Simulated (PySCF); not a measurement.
C4H8F2Ge: excited-state calculation

C4H8F2Ge, computed with TDDFT PBE0/def2-SVPD, vertical, gas phase, core orbitals frozen in the response (PySCF 2.14.0).

The geometry comes from this level: GFN2-xTB.

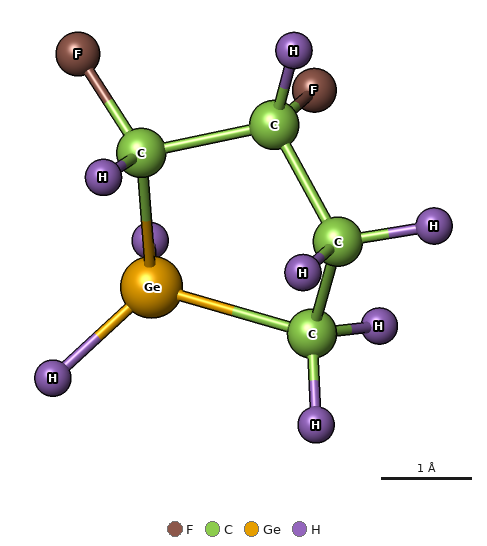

Fig. 1: The structure (ball-and-stick view, seen at a tilt). Sticks mark near contacts. Bond lengths as drawn: C–C 1.52 to 1.54 Å, C–F 1.38 to 1.39 Å, C–Ge 1.99 Å, C–H 1.09 Å and Ge–H 1.49 to 1.50 Å.

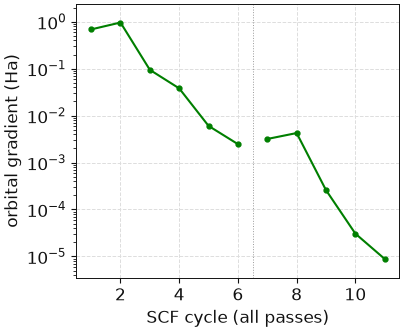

Fig. 2: Convergence of the self-consistent field: orbital gradient against the SCF cycle. The dotted line marks the change from a coarse to the final integration grid. The first 6 cycles use a coarse grid, the final grid takes over at cycle 7, and the field converges after 11 cycles in all.

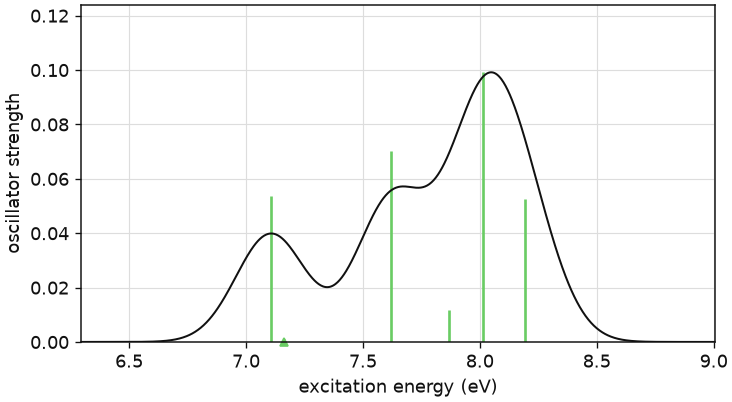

Fig. 3: Computed excitations as sticks (degenerate states added up, dark ones marked on the axis), with a Gaussian envelope of 0.35 eV full width at half maximum, scaled to the tallest. Of the 6 states the lowest lies at 7.11 eV (f = 0.054); the strongest line is at 8.02 eV, or 155 nm (f = 0.099).

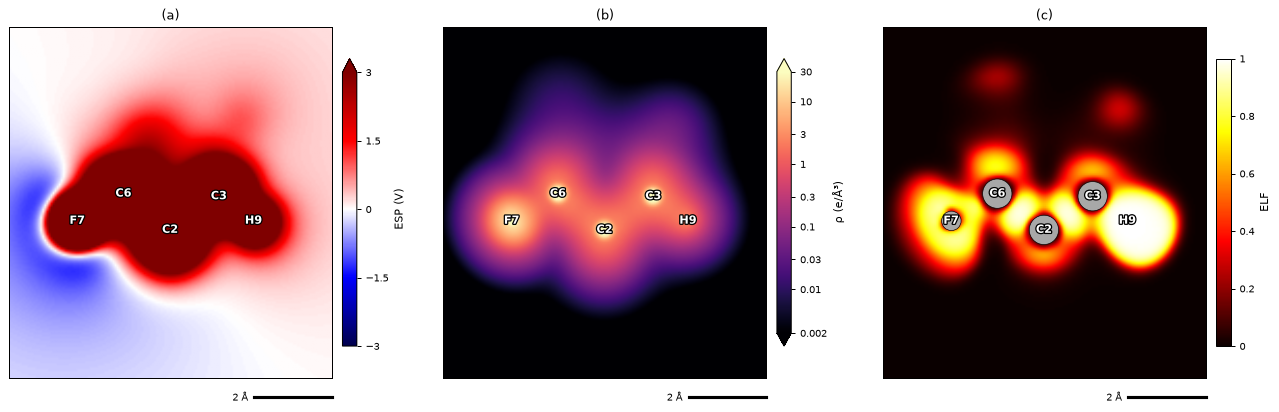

Fig. 4: (a) electrostatic potential; (b) electron density; (c) electron localisation function on the plane of atoms C2, C3 and H9. Grey discs, where drawn, cover atomic cores. C–F (1.38 Å): ρ is about 2.1 e/Å³ halfway, with its minimum of 1.6 e/Å³ about 0.5 Å from C; the ELF peaks at about 0.85 between the atoms, which marks a polar covalent bond.

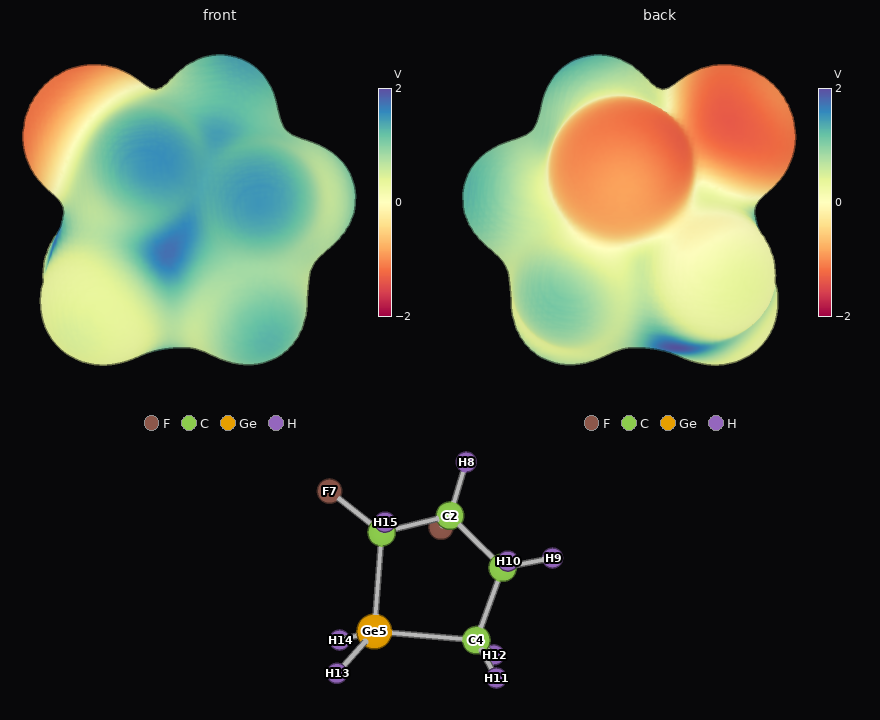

Fig. 5: The electrostatic potential painted on the density surface at 0.004 e/bohr³, seen face on and from behind; red is negative and blue positive. The bare structure is drawn below in the same view. Its dipole moment is 3.05 D.

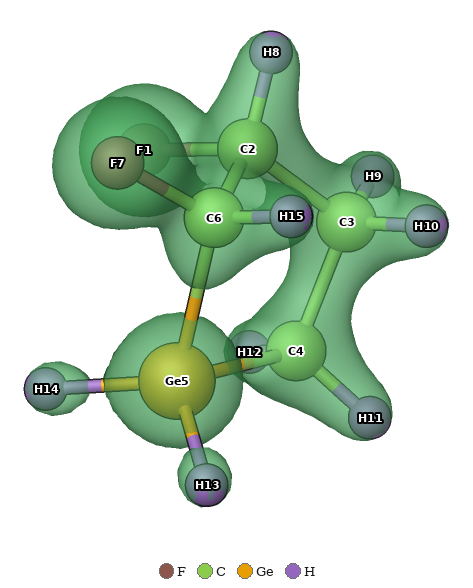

Fig. 6: Isosurface of the electron density at 1 e/Å³ (green), seen at an oblique angle. At this value the surface falls into four separate pieces. It is pinched off along the C–Ge (1.99 Å) contacts. On the grid the lowest density along these lines, outside the cores, is 1.6 e/Å³ (C–F, 1.38 Å), 1.8 e/Å³ (C–C, 1.52 Å), 0.82 e/Å³ (C–Ge, 1.99 Å) and 1.9 e/Å³ (C–H, 1.09 Å).

The input and output of the run follow.

Input file:
```
{"job": {"kind": "uv", "xc": "PBE0", "basis": "def2-SVPD", "nstates": 6, "ntriplets": 2}, "charge": 0, "multiplicity": 1}
F      0.604877    -0.192821    -1.780061
C      1.070851    -0.422363    -0.492105
C      0.057129    -1.319268     0.206821
C     -1.313523    -0.628009     0.151561
Ge    -0.893423     1.317504     0.120225
C      1.058309     0.921261     0.217488
F      1.869307     1.834578    -0.419012
H      2.065479    -0.868252    -0.592110
H      0.023968    -2.295410    -0.278710
H      0.383218    -1.458349     1.238523
H     -1.938011    -0.933258     0.988751
H     -1.833277    -0.910675    -0.762992
H     -1.384476     2.118468     1.295847
H     -1.230657     2.033327    -1.147161
H      1.455816     0.811256     1.231024
```

The first line tells a small driver script what to run in PySCF; the rest is the geometry in Å.

Run as:
```bash
OMP_NUM_THREADS=1 python <driver script> task.json out
```

Output:
```
coarse grid: 58512 points
cycle   1  E = -2432.6925707932  dE =  1.418e-01  |g| = 6.854e-01  |ddm| = 5.059e+00
cycle   2  E = -2432.6218524199  dE =  7.072e-02  |g| = 9.608e-01  |ddm| = 1.590e+00
cycle   3  E = -2432.7685605520  dE = -1.467e-01  |g| = 9.431e-02  |ddm| = 9.200e-01
cycle   4  E = -2432.7697691340  dE = -1.209e-03  |g| = 3.800e-02  |ddm| = 1.306e-01
cycle   5  E = -2432.7700114317  dE = -2.423e-04  |g| = 6.032e-03  |ddm| = 5.187e-02
cycle   6  E = -2432.7700191565  dE = -7.725e-06  |g| = 2.465e-03  |ddm| = 1.177e-02
final grid: 124056 points
cycle   7  E = -2432.7700153389  dE =  9.219e-07  |g| = 3.175e-03  |ddm| = 1.222e-02
cycle   8  E = -2432.7700132426  dE =  2.096e-06  |g| = 4.247e-03  |ddm| = 9.595e-03
cycle   9  E = -2432.7700178098  dE = -4.567e-06  |g| = 2.583e-04  |ddm| = 5.638e-03
cycle  10  E = -2432.7700178189  dE = -9.067e-09  |g| = 3.060e-05  |ddm| = 2.866e-04
cycle  11  E = -2432.7700178190  dE = -1.482e-10  |g| = 8.823e-06  |ddm| = 3.926e-05
converged SCF energy = -2432.7700178190

Static polarisability (au): isotropic 75.573, principal 66.996 75.871 83.853

Singlet excitations
state   eV       nm        f      main configurations
  1   7.1053    174.5   0.05357   H->L 0.83
  2   7.1637    173.1   0.00094   H->L+1 0.90
  3   7.6210    162.7   0.07019   H->L+2 0.62, H->L+3 0.18
  4   7.8660    157.6   0.01192   H->L+3 0.73, H->L+2 0.22
  5   8.0150    154.7   0.09914   H-1->L 0.80
  6   8.1948    151.3   0.05263   H-1->L+1 0.87

Triplet excitations (Tamm-Dancoff, eV): 6.4079 7.0147
```

Key numbers:

```tsv
quantity	value
outcome	converged
total energy	−2432.770018 hartree
HOMO	−7.89 eV
LUMO	0.31 eV
dipole moment	3.05 D
mean polarisability	75.57 a.u.
lowest singlet excitation	7.11 eV
hardware	1 CPU thread, shared host
wall time	66 s
peak memory	0.98 GiB
```

Spin–orbit coupling is left out, which matters for the heavy atoms.
